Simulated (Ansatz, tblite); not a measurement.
# The cluster Ru₅+: rung by rung

How do method and basis change the picture of the cluster Ru₅+ (doublet)?

Method: as each input shows; program: Ansatz 0.2.0, Gaussian basis.

Levels to be run: GFN1-xTB, GFN2-xTB, PBE-D4/def2-TZVP, r2SCAN-D4/def2-TZVP, B97M-V/def2-TZVP, HF/def2-TZVP, ωB97M-V/def2-TZVP, PBE-D4/def2-SVP, PBE0-D4/def2-SVP, MP2/def2-TZVP, RPA/def2-TZVP.

3 further runs of the same task are left out: 1 that didn't finish, 2 set aside as unsound or not needed. Runs told in other sessions of the task aren't counted.

## (1) The geometry

The doublet was relaxed beforehand with PBE-D4/def2-SVP. At that level it is the lowest of the isomers that a small search found.

5 atoms, charge 1, spin multiplicity 2.

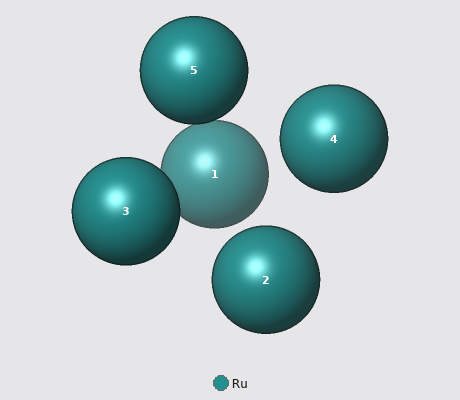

The geometry (ruthenium teal); atoms are numbered from 1 in the order of the file.

Coordinates:

```xyz
5
Ru5
Ru   -0.6090    0.9171    1.0728
Ru   -1.2535   -0.2526   -1.0462
Ru   -0.2958   -1.5184    0.5800
Ru    0.6003    1.0598   -1.1164
Ru    1.5579   -0.2060    0.5097
```

Ru takes a core potential in the def2 sets. No spin-orbit coupling is included. The ion is computed in the gas phase, without counter-ions or solvent.

PBE0-D4/def2-TZVP was run before; its log isn't repeated, and its numbers join the tables.

## (2) GFN1-xTB

Tight binding, by tblite at 300 K electronic temperature and without a spin-polarisation term:

```python
tblite.interface.Calculator('GFN1-xTB', numbers, positions, charge=1, uhf=1).singlepoint()
```

Energy -452.1319 eV; 0.007 s.

## (3) GFN2-xTB

Tight binding, by tblite at 300 K electronic temperature and without a spin-polarisation term:

```python
tblite.interface.Calculator('GFN2-xTB', numbers, positions, charge=1, uhf=1).singlepoint()
```

Energy -408.0581 eV; 0.018 s.

## (4) PBE-D4/def2-TZVP

start.molden holds the orbitals of an earlier run on this state, given as this run's starting guess.

File in.yaml:

```yaml
crystal:
  periodic: [false, false, false]
  atoms:
    - {symbol: Ru, position_ang: [-0.608951, 0.917145, 1.072793]}
    - {symbol: Ru, position_ang: [-1.253476, -0.252553, -1.046159]}
    - {symbol: Ru, position_ang: [-0.295760, -1.518371, 0.580016]}
    - {symbol: Ru, position_ang: [0.600269, 1.059768, -1.116351]}
    - {symbol: Ru, position_ang: [1.557918, -0.205989, 0.509711]}
basis:
  gaussian: {orbitals: def2-TZVP, initial_orbitals: start.molden}
total_charge: 1
magnetization: {spin_polarized: true, initial_magnetization: 1}
hamiltonian: {xc: pbe, dispersion: d4}
scf: {omitted_lower_state_checks: [starts]}
output: {forces: true, orbitals: {seedname: orbitals}}
```

Run with:

```sh
> ansatz run in.yaml --threads 4 --pin off --events-out ev --progress --plain --max-ram 4787MiB
```

What it wrote:

```text
Functional definition: PBE
  name "PBE"
  cite "Perdew, Burke & Ernzerhof, Phys. Rev. Lett. 77, 3865 (1996) doi:10.1103/PhysRevLett.77.3865"
  parent pbe
  parameter kappa = 0.804
  parameter beta = 0.06672455060314922
  exchange = pbe_x(kappa = kappa, mu = beta*pi^2/3)
  correlation = pbe_c(beta = beta)
these checks for a lower state are left out or cut short: starts
1770 factors; their error is unknown
mean field evaluation 1: about -12910.8906 eV, gradient 5.8e0 eV
mean field evaluation 2: about -12911.5512 eV, gradient 1.9e0 eV
mean field evaluation 4: about -12911.8552 eV, gradient 1.6e0 eV
mean field evaluation 8: about -12911.8758 eV, gradient 8.5e-3 eV
mean field evaluation 16: about -12911.8758 eV, gradient 1.9e-5 eV
mean field -12911.87577827 eV, -474.5026828678 hartree, gradient 8.8e-6 eV, S^2 0.795426; 0 other end points of the search recorded, 0 dependent functions left out
the calculation of the forces begins
reference -12911.87583542 eV, -474.5026849680 hartree; 40, 39 occupied and 160, 161 virtual orbitals, 1770 factors
Total energy: -12912.30933537 eV, -474.5186157973 hartree
Atom 0 at    -0.608951     0.917145     1.072793 Å, force     0.101560    -0.150335    -0.178570 eV/Å
Atom 1 at    -1.253476    -0.252553    -1.046159 Å, force     0.237806     0.041444     0.190682 eV/Å
Atom 2 at    -0.295760    -1.518371     0.580016 Å, force     0.057972     0.278327    -0.115717 eV/Å
Atom 3 at     0.600269     1.059768    -1.116351 Å, force    -0.109933    -0.203049     0.203971 eV/Å
Atom 4 at     1.557918    -0.205989     0.509711 Å, force    -0.287404     0.033613    -0.100366 eV/Å
Dipole moment:     0.005786    -0.008598    -0.010164 e Å
Checks for a lower state left out: starts
```

Wall time 17 s (4 threads of Arm Neoverse V2, shared host).

Report: HOMO -8.59 eV, LUMO -8.08 eV (over both spins); ⟨S²⟩ 0.795 (pure: 0.75).

## (5) r2SCAN-D4/def2-TZVP

in.yaml, as its differences from that of step 4:

```diff
@@ -12,4 +12,4 @@
 magnetization: {spin_polarized: true, initial_magnetization: 1}
-hamiltonian: {xc: pbe, dispersion: d4}
+hamiltonian: {xc: r2scan, dispersion: d4}
 scf: {omitted_lower_state_checks: [starts]}
-output: {forces: true, orbitals: {seedname: orbitals}}
+output: {orbitals: {seedname: orbitals}}
```

Launched as before.

What it wrote, cut to the lines that bear on the results:

```text
Functional definition: r2SCAN
  name "r2SCAN"
  cite "Furness, Kaplan, Ning, Perdew & Sun, J. Phys. Chem. Lett. 11, 8208 (2020) doi:10.1021/acs.jpclett.0c02405"
  cite "Furness, Kaplan, Ning, Perdew & Sun, J. Phys. Chem. Lett. 11, 9248 (2020) doi:10.1021/acs.jpclett.0c03077"
  parent r2scan
[...]
1770 factors; their error is unknown
[...]
mean field -12911.86152193 eV, -474.5021589567 hartree, gradient 1.1e-5 eV, S^2 1.947933; 0 other end points of the search recorded, 0 dependent functions left out
reference -12911.86156021 eV, -474.5021603635 hartree; 40, 39 occupied and 160, 161 virtual orbitals, 1770 factors
Total energy: -12911.93364032 eV, -474.5048092587 hartree
Checks for a lower state left out: starts
```

Wall time 70 s (4 threads of Arm Neoverse V2, shared host); peak memory 0.94 GiB.

From the report: HOMO -8.39 eV, LUMO -7.82 eV (over both spins); ⟨S²⟩ 1.948 (pure: 0.75). Doubts: spin contamination.

## (6) B97M-V/def2-TZVP

in.yaml, as its differences from that of step 5:

```diff
@@ -12,3 +12,3 @@
 magnetization: {spin_polarized: true, initial_magnetization: 1}
-hamiltonian: {xc: r2scan, dispersion: d4}
+hamiltonian: {xc: {name: B97M-V}}
 scf: {omitted_lower_state_checks: [starts]}
```

Same command.

What it wrote, cut to the lines that bear on the results:

```text
Functional definition: B97M-V
  name "B97M-V"
  cite "Mardirossian & Head-Gordon, J. Chem. Phys. 142, 074111 (2015) doi:10.1063/1.4907719"
  cite "Becke, J. Chem. Phys. 107, 8554 (1997) doi:10.1063/1.475007"
  cite "Vydrov & Van Voorhis, J. Chem. Phys. 133, 244103 (2010) doi:10.1063/1.3521275"
  # Of w^i u^j: cxij and so on, Table III.
[...]
  gx(w, u) = cx00 + cx01*u + cx02*u^2 + (cx10 + cx11*u)*w
  gss(w, u) = css00 + css02*u^2 + css10*w + (css32*w^3 + css42*w^4)*u^2
  gos(w, u) = cos00 + cos01*u + cos03*u^3 + cos10*w + cos32*w^3*u^2
[...]
      + integral(e_c_pw_mod_opposite_spin*gos(b97_w_opposite, b97_u_opposite)) + vv10(b, c)
[...]
1770 factors; their error is unknown
[...]
mean field -12904.25655676 eV, -474.2226816416 hartree, gradient 1.1e-5 eV, S^2 2.012007; 0 other end points of the search recorded, 0 dependent functions left out
reference -12904.25664114 eV, -474.2226847427 hartree; 40, 39 occupied and 160, 161 virtual orbitals, 1770 factors
Total energy: -12904.25664114 eV, -474.2226847427 hartree
Checks for a lower state left out: starts
```

Run time: 2.3 min. Hardware: 4 threads of Arm Neoverse V2, shared host; peak memory 1.3 GiB.

Report: HOMO -8.35 eV, LUMO -7.71 eV (over both spins); ⟨S²⟩ 2.012 (pure: 0.75). Doubts: spin contamination.

## (7) HF/def2-TZVP

in.yaml, as its differences from that of step 6:

```diff
@@ -12,3 +12,3 @@
 magnetization: {spin_polarized: true, initial_magnetization: 1}
-hamiltonian: {xc: {name: B97M-V}}
+hamiltonian: {xc: hf}
 scf: {omitted_lower_state_checks: [starts]}
```

Same command.

What it wrote:

```text
Functional definition: HF
  name "HF"
  cite "Fock, Z. Phys. 61, 126 (1930) doi:10.1007/BF01340294"
  parent pbe
  exchange = exact_x
  correlation = 0
these checks for a lower state are left out or cut short: starts
2385 factors; their error is unknown
mean field evaluation 1: about -12784.6062 eV, gradient 1.5e1 eV
mean field evaluation 2: about -12788.5072 eV, gradient 6.8e0 eV
mean field evaluation 4: about -12792.6399 eV, gradient 3.3e0 eV
mean field evaluation 8: about -12793.2163 eV, gradient 2.3e-1 eV
mean field evaluation 16: about -12793.2169 eV, gradient 1.8e-5 eV
mean field -12793.21686978 eV, -470.1420484107 hartree, gradient 1.0e-5 eV, S^2 6.885170; 0 other end points of the search recorded, 0 dependent functions left out
reference -12793.21686978 eV, -470.1420484107 hartree; 40, 39 occupied and 160, 161 virtual orbitals, 2385 factors
Total energy: -12793.21686978 eV, -470.1420484107 hartree
Checks for a lower state left out: starts
```

It took 33 s on 4 threads of Arm Neoverse V2, shared host; peak memory 1.5 GiB.

HOMO -10.44 eV, LUMO -3.64 eV (over both spins); ⟨S²⟩ 6.885 (pure: 0.75). Doubts: spin contamination.

## (8) ωB97M-V/def2-TZVP

in.yaml, as its differences from that of step 7:

```diff
@@ -12,3 +12,3 @@
 magnetization: {spin_polarized: true, initial_magnetization: 1}
-hamiltonian: {xc: hf}
+hamiltonian: {xc: {name: wB97M-V}}
 scf: {omitted_lower_state_checks: [starts]}
```

The command is unchanged.

What it wrote, cut to the lines that bear on the results:

```text
Functional definition: wB97M-V
  name "wB97M-V"
  cite "Mardirossian & Head-Gordon, J. Chem. Phys. 144, 214110 (2016) doi:10.1063/1.4952647"
  cite "Becke, J. Chem. Phys. 107, 8554 (1997) doi:10.1063/1.475007"
  cite "Vydrov & Van Voorhis, J. Chem. Phys. 133, 244103 (2010) doi:10.1063/1.3521275"
  # Of w^i u^j: cxij and so on, Table III.
[...]
  gx(w, u) = 1 - cx + cx01*u + cx10*w
  gss(w, u) = css00 + css04*u^4 + css10*w + css20*w^2 + css43*w^4*u^3
  gos(w, u) = cos00 + cos10*w + (cos20 + cos21*u)*w^2 + (cos60 + cos61*u)*w^6
[...]
      + integral(e_c_pw_mod_opposite_spin*gos(b97_w_opposite, b97_u_opposite)) + vv10(b, c)
[...]
1825 factors; their error is unknown
400 factors; integrals over basis functions are off by at most 1.3e-5 eV
[...]
mean field -12889.36890748 eV, -473.6755706220 hartree, gradient 6.0e-6 eV, S^2 3.365162; 0 other end points of the search recorded, 0 dependent functions left out
reference -12889.36897775 eV, -473.6755732041 hartree; 40, 39 occupied and 160, 161 virtual orbitals, 1825 factors
Total energy: -12889.36897775 eV, -473.6755732041 hartree
Checks for a lower state left out: starts
```

Wall time 4 min (4 threads of Arm Neoverse V2, shared host); peak memory 1.6 GiB.

Report: HOMO -11.26 eV, LUMO -5.01 eV (over both spins); ⟨S²⟩ 3.365 (pure: 0.75). Doubts: spin contamination.

## (9) PBE-D4/def2-SVP

in.yaml, as its differences from that of step 8:

```diff
@@ -9,6 +9,6 @@
 basis:
-  gaussian: {orbitals: def2-TZVP, initial_orbitals: start.molden}
+  gaussian: {orbitals: def2-SVP, initial_orbitals: start.molden}
 total_charge: 1
 magnetization: {spin_polarized: true, initial_magnetization: 1}
-hamiltonian: {xc: {name: wB97M-V}}
+hamiltonian: {xc: pbe, dispersion: d4}
 scf: {omitted_lower_state_checks: [starts]}
```

Same command.

What it wrote:

```text
Functional definition: PBE
  name "PBE"
  cite "Perdew, Burke & Ernzerhof, Phys. Rev. Lett. 77, 3865 (1996) doi:10.1103/PhysRevLett.77.3865"
  parent pbe
  parameter kappa = 0.804
  parameter beta = 0.06672455060314922
  exchange = pbe_x(kappa = kappa, mu = beta*pi^2/3)
  correlation = pbe_c(beta = beta)
these checks for a lower state are left out or cut short: starts
1495 factors; their error is unknown
mean field evaluation 1: about -12907.2869 eV, gradient 1.1e1 eV
mean field evaluation 2: about -12907.9238 eV, gradient 1.4e0 eV
mean field evaluation 4: about -12908.2903 eV, gradient 3.8e-1 eV
mean field evaluation 8: about -12908.2995 eV, gradient 9.3e-3 eV
mean field evaluation 16: about -12908.2995 eV, gradient 1.9e-5 eV
mean field -12908.29950923 eV, -474.3712574047 hartree, gradient 8.2e-6 eV, S^2 0.794100; 0 other end points of the search recorded, 0 dependent functions left out
reference -12908.29955811 eV, -474.3712592009 hartree; 40, 39 occupied and 115, 116 virtual orbitals, 1495 factors
Total energy: -12908.73305806 eV, -474.3871900302 hartree
Checks for a lower state left out: starts
```

Run time: 13 s. Hardware: 4 threads of Arm Neoverse V2, shared host.

Report: HOMO -8.66 eV, LUMO -8.15 eV (over both spins); ⟨S²⟩ 0.794 (pure: 0.75).

## (10) PBE0-D4/def2-SVP

in.yaml, as its differences from that of step 9:

```diff
@@ -12,3 +12,3 @@
 magnetization: {spin_polarized: true, initial_magnetization: 1}
-hamiltonian: {xc: pbe, dispersion: d4}
+hamiltonian: {xc: pbe0, dispersion: d4}
 scf: {omitted_lower_state_checks: [starts]}
```

Same command.

What it wrote, cut to the lines that bear on the results:

```text
Functional definition: PBE0
  name "PBE0"
  cite "Adamo & Barone, J. Chem. Phys. 110, 6158 (1999) doi:10.1063/1.478522"
  cite "Perdew, Burke & Ernzerhof, Phys. Rev. Lett. 77, 3865 (1996) doi:10.1103/PhysRevLett.77.3865"
  parent pbe
[...]
1660 factors; integrals over basis functions are off by at most 1.9e-4 eV
[...]
mean field -12898.61317653 eV, -474.0152912434 hartree, gradient 4.0e-6 eV, S^2 2.935627; 0 other end points of the search recorded, 0 dependent functions left out
reference -12898.61321533 eV, -474.0152926695 hartree; 40, 39 occupied and 115, 116 virtual orbitals, 1660 factors
Total energy: -12898.98061194 eV, -474.0287942457 hartree
Checks for a lower state left out: starts
```

Run time: 27 s. Hardware: 4 threads of Arm Neoverse V2, shared host; peak memory 0.79 GiB.

From the report: HOMO -9.27 eV, LUMO -6.96 eV (over both spins); ⟨S²⟩ 2.936 (pure: 0.75). Doubts: spin contamination.

## (11) MP2/def2-TZVP

in.yaml, as its differences from that of step 10:

```diff
@@ -9,6 +9,6 @@
 basis:
-  gaussian: {orbitals: def2-SVP, initial_orbitals: start.molden}
+  gaussian: {orbitals: def2-TZVP, initial_orbitals: start.molden}
 total_charge: 1
 magnetization: {spin_polarized: true, initial_magnetization: 1}
-hamiltonian: {xc: pbe0, dispersion: d4}
+correlation: {method: mp2}
 scf: {omitted_lower_state_checks: [starts]}
```

Launched as before.

What it wrote:

```text
Functional definition: HF
  name "HF"
  cite "Fock, Z. Phys. 61, 126 (1930) doi:10.1007/BF01340294"
  parent pbe
  exchange = exact_x
  correlation = 0
these checks for a lower state are left out or cut short: starts
1865 factors; integrals over basis functions are off by at most 1.8e-4 eV
mean field evaluation 1: about -12783.6361 eV, gradient 1.5e1 eV
mean field evaluation 2: about -12787.4921 eV, gradient 6.6e0 eV
mean field evaluation 4: about -12791.5631 eV, gradient 4.6e0 eV
mean field evaluation 8: about -12793.2111 eV, gradient 1.5e-1 eV
mean field evaluation 16: about -12793.2164 eV, gradient 4.2e-4 eV
mean field -12793.21644930 eV, -470.1420329581 hartree, gradient 2.8e-6 eV, S^2 6.885195; 0 other end points of the search recorded, 0 dependent functions left out
reference -12793.21644930 eV, -470.1420329581 hartree; 40, 39 occupied and 160, 161 virtual orbitals, 1865 factors
second order -62.72673518 eV of doubles, -0.00000000 eV of singles
Total energy: -12855.94318448 eV, -472.4471979583 hartree
Checks for a lower state left out: starts
```

It took 30 s on 4 threads of Arm Neoverse V2, shared host; peak memory 1 GiB.

Hartree-Fock HOMO -10.44 eV, LUMO -3.64 eV (over both spins); ⟨S²⟩ 6.885 (pure: 0.75). Doubts: spin contamination.

## (12) RPA/def2-TZVP

in.yaml, as its differences from that of step 11:

```diff
@@ -12,4 +12,4 @@
 magnetization: {spin_polarized: true, initial_magnetization: 1}
-correlation: {method: mp2}
+hamiltonian: {xc: pbe}
+correlation: {method: rpa}
 scf: {omitted_lower_state_checks: [starts]}
-output: {orbitals: {seedname: orbitals}}
```

The command is unchanged.

What it wrote:

```text
Functional definition: PBE
  name "PBE"
  cite "Perdew, Burke & Ernzerhof, Phys. Rev. Lett. 77, 3865 (1996) doi:10.1103/PhysRevLett.77.3865"
  parent pbe
  parameter kappa = 0.804
  parameter beta = 0.06672455060314922
  exchange = pbe_x(kappa = kappa, mu = beta*pi^2/3)
  correlation = pbe_c(beta = beta)
these checks for a lower state are left out or cut short: starts
1865 factors; integrals over basis functions are off by at most 1.8e-4 eV
mean field evaluation 1: about -12910.8869 eV, gradient 5.8e0 eV
mean field evaluation 2: about -12911.5467 eV, gradient 1.9e0 eV
mean field evaluation 4: about -12911.8497 eV, gradient 1.6e0 eV
mean field evaluation 8: about -12911.8754 eV, gradient 1.3e-1 eV
mean field -12911.87578407 eV, -474.5026830807 hartree, gradient 2.7e-6 eV, S^2 0.795425; 0 other end points of the search recorded, 0 dependent functions left out
reference -12778.33369072 eV, -469.5951016682 hartree; 40, 39 occupied and 160, 161 virtual orbitals, 1865 factors
Total energy: -12880.25462036 eV, -473.3406267481 hartree
Checks for a lower state left out: starts
```

Run time: 21 s. Hardware: 4 threads of Arm Neoverse V2, shared host; peak memory 0.89 GiB.

⟨S²⟩ 0.795 (pure: 0.75).

## (13) Levels side by side

| level | functions | HOMO (eV) | LUMO (eV) | gap (eV) | ⟨S²⟩ | time |
| --- | --- | --- | --- | --- | --- | --- |
| HF/def2-TZVP | 200 | -10.44 | -3.64 | 6.80 | 6.885 | 33 s |
| PBE-D4/def2-SVP | 155 | -8.66 | -8.15 | 0.50 | 0.794 | 13 s |
| PBE-D4/def2-TZVP | 200 | -8.59 | -8.08 | 0.51 | 0.795 | 17 s |
| r2SCAN-D4/def2-TZVP | 200 | -8.39 | -7.82 | 0.57 | 1.948 | 70 s |
| B97M-V/def2-TZVP | 200 | -8.35 | -7.71 | 0.63 | 2.012 | 2.3 min |
| PBE0-D4/def2-SVP | 155 | -9.27 | -6.96 | 2.31 | 2.936 | 27 s |
| PBE0-D4/def2-TZVP | 200 | -9.20 | -6.88 | 2.31 | 2.949 | 52 s |
| ωB97M-V/def2-TZVP | 200 | -11.26 | -5.01 | 6.26 | 3.365 | 4 min |

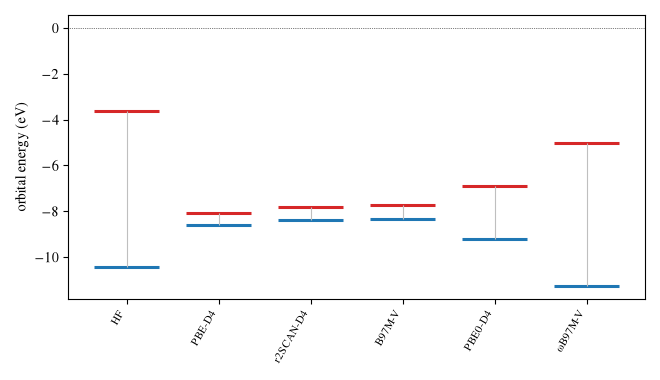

Highest filled (blue) and lowest empty (red) level in def2-TZVP, over both spins.

The pieces so far (eV):

| basis | HF | MP2 correlation | total |
| --- | --- | --- | --- |
| def2-TZVP | -12793.2164 | -62.7267 | -12855.9432 (MP2) |

## (14) Summary of results

| quantity | value |
| --- | --- |
| gap in def2-TZVP, named functionals and Hartree-Fock, smallest and largest | 0.51 eV (PBE-D4), 6.80 eV (HF) |
| correlation energy, MP2/def2-TZVP | -62.73 eV |
| ⟨S²⟩ in def2-TZVP, named functionals and Hartree-Fock, smallest and largest | 0.795, 6.885 |
| PBE0 total energy, smallest basis above largest | 3.55 eV (def2-SVP, def2-TZVP) |

Over the named functionals and Hartree-Fock in def2-TZVP the gap runs from 0.51 eV (PBE-D4) to 6.80 eV (HF); exact exchange widens it. Over the named functionals and Hartree-Fock in def2-TZVP spin contamination reaches 6.14 (HF), so some levels may describe another state.

The slowest run with a step of its own, ωB97M-V/def2-TZVP, took 4 min; the quickest functional in def2-TZVP took 17 s (shared host).
